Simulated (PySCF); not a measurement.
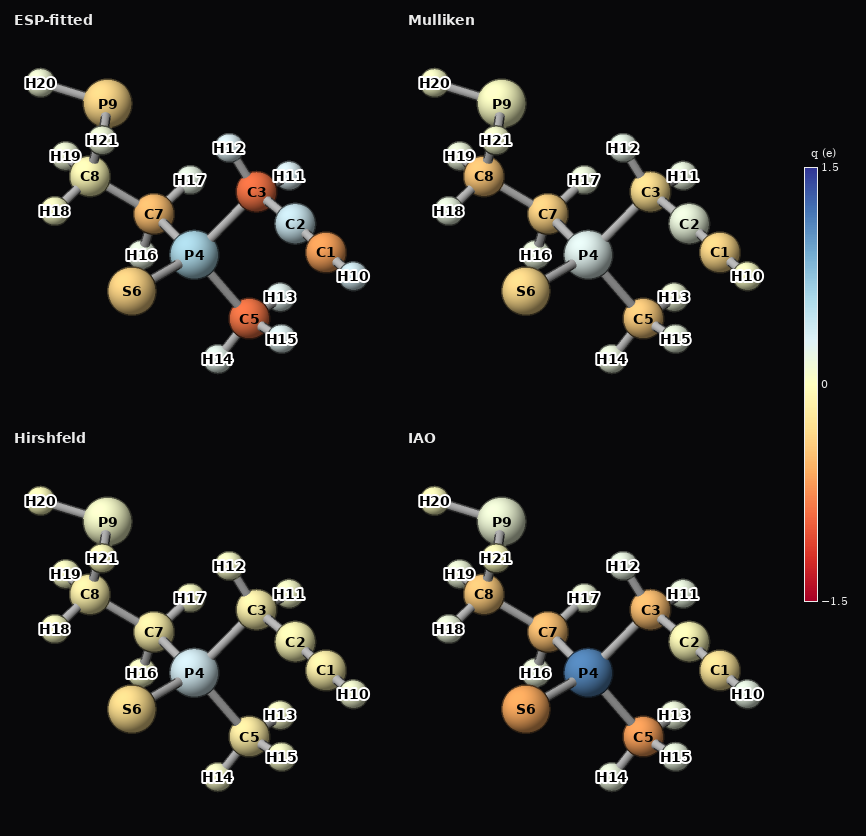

Atomic charges of one calculation by 4 schemes, on one colour scale. The computed structure is the end point of a GFN2-xTB optimisation. No frequency run is at hand to confirm it as a minimum. Level of theory: PBE0/pcSseg-1 (PySCF 2.14.0).

Which scheme gives the most polar picture (largest mean size of the charges)?

The ESP-fitted charges are the largest in size here, and the Hirshfeld charges the smallest.

On which atom do the schemes disagree most?

On P4 (from 0.26 to 1.08 e).

List the charges (e), one line for each set of equivalent atoms.

```
atom  ESP-fitted  Mulliken  Hirshfeld    IAO
  C1       −0.63     −0.33      −0.11  −0.23
  C2        0.40      0.17      −0.04  −0.03
  C3       −0.86     −0.28      −0.09  −0.49
  P4        0.58      0.26       0.36   1.08
  C5       −0.85     −0.40      −0.16  −0.65
  S6       −0.36     −0.32      −0.30  −0.61
  C7       −0.48     −0.37      −0.11  −0.47
  C8       −0.04     −0.44      −0.11  −0.42
  P9       −0.33      0.02       0.07   0.14
 H10        0.36      0.05       0.10   0.20
 H11        0.31      0.18       0.06   0.18
 H12        0.30      0.21       0.05   0.19
 H13        0.27      0.14       0.05   0.16
 H14        0.24      0.17       0.05   0.17
 H15        0.28      0.18       0.05   0.18
 H16        0.19      0.17       0.05   0.16
 H17        0.20      0.15       0.04   0.15
 H18        0.04      0.18       0.03   0.16
 H19        0.13      0.16       0.04   0.15
 H20        0.12      0.05      −0.01  −0.01
 H21        0.13      0.07      −0.02   0.00
```

The geometry is semi-empirical. Around P such bond lengths and angles can be off by a tenth of an ångström or more and by several degrees, and values that hang on the shape move with them.
